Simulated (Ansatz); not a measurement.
# Is the response still linear at 0.4 V/Å? Co(0001), 6 layers

The dipole of a slab grows in proportion to a weak field along its normal. Does the weak-field slope carry to a strong field?

Set-up. Ansatz 0.2.0, plane waves with PAW datasets (its set soft_2), LDA; atoms held at bulk places, 18 Å of vacuum, dipole correction, cell area 5.46 Å², spin-polarised, 24×24 k-points, smearing 0.1 eV. Without field the slab has no gap over 0.05 eV.

| run | field (V/Å) | dipole (e·Å) |
| --- | --- | --- |
| run 1 | −0.10 | −0.04081 |
| run 2 | −0.05 | −0.02040 |
| run 3 | 0.00 | 0.00000 |
| run 4 | 0.05 | 0.02040 |
| run 5 | 0.10 | 0.04081 |
| run 6 | 0.40 | ? |

Q: Estimate the withheld value from the rows shown.

A least-squares line through the 5 rows shown has slope 0.408080 and intercept 0.000000; no row lies more than 0.00001 e·Å off it. A perfect conductor with that slope would be 180.95 × 0.40808 / 5.46 = 13.52 Å thick. At 0.40 it gives 0.408080 × 0.40 + 0.000000 = 0.16323 e·Å, beyond the rows fitted. Rounding and scatter of the rows alone allow about ±0.00002 e·Å there.

The run itself gives 0.16331 e·Å: a miss of +0.00008 e·Å. That is under 1 % of the induced dipole, so the response is still linear.

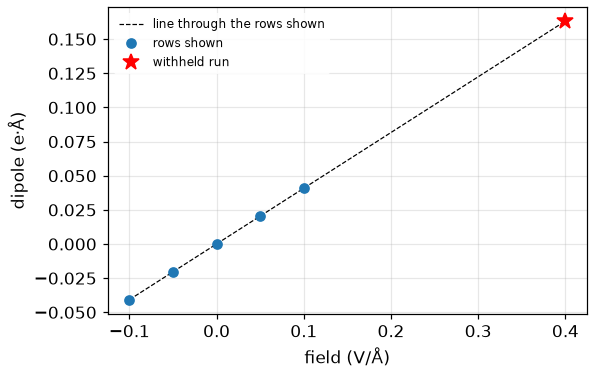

The fit and the withheld run.

**Limits.** Ions are held, so this is the electronic response. Of the series that stay linear within 1 %, this collection keeps about one in seven, and it keeps all that bend.
